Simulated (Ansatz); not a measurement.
CH$_{3}$In···HCl

Input

```
crystal:
  periodic: [false, false, false]
  atoms:
    - {symbol: In, position_ang: [-0.074224, -0.474897, -0.144108]}
    - {symbol: Cl, position_ang: [-0.648260, -4.178542, -1.270189]}
    - {symbol: H, position_ang: [-0.456645, -2.939382, -0.893184]}
    - {symbol: C, position_ang: [0.251451, 1.620191, 0.492317]}
    - {symbol: H, position_ang: [0.380914, 1.684144, 1.577607]}
    - {symbol: H, position_ang: [1.146980, 2.038011, 0.021050]}
    - {symbol: H, position_ang: [-0.600118, 2.250475, 0.216608]}
basis:
  gaussian: {orbitals: def2-TZVPP}
hamiltonian: {xc: pbe0, dispersion: d4}
output: {orbitals: {seedname: orbitals}}
```

Run with:

```sh
ansatz run in.yaml --threads 2 --pin off --events-out ev --progress --plain --max-ram 4352MiB
```

The product side of a reaction path; geometry: PBE0-D4/def2-TZVP; core potentials replace the inner electrons of In.

The calculation used RKS PBE0-D4/def2-TZVPP (Ansatz).

What will maps of the electron density and electron localisation function show?

Answer. In1···H3 (2.60 Å): the density falls to about 0.14 e/Å³ on the way; the ELF dips to about 0.25 between them.
C–In (2.21 Å): ρ is about 0.61 e/Å³ halfway; the ELF peaks at about 0.90 in the valence shell of C, 0.7 Å from its nucleus, and drops to about 0.20 between the two atoms.
C–H (1.09 Å): the density is about 1.9 e/Å³ at the midpoint; the ELF climbs to about 1 towards the hydrogen, as it does in any bond to H; an ordinary covalent bond to hydrogen.
Cl–H (1.31 Å): ρ at the midpoint is about 1.9 e/Å³; the ELF climbs to about 1 towards the hydrogen (a covalent bond by its length).

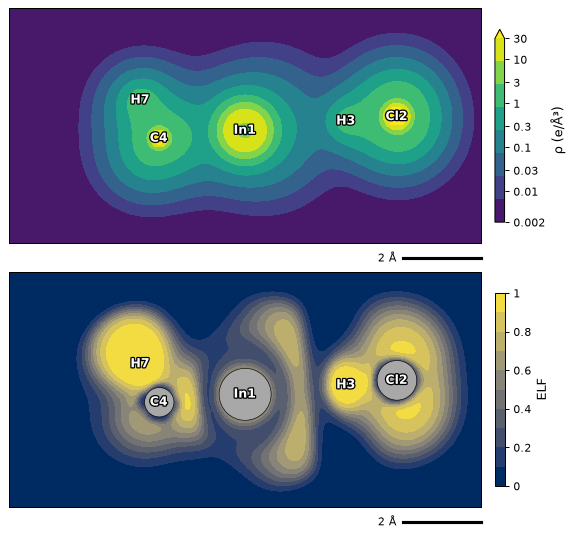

Computed electron density and electron localisation function on the plane of atoms In1, C4 and H7, in this order. Grey discs cover the atomic cores in the ELF map. 
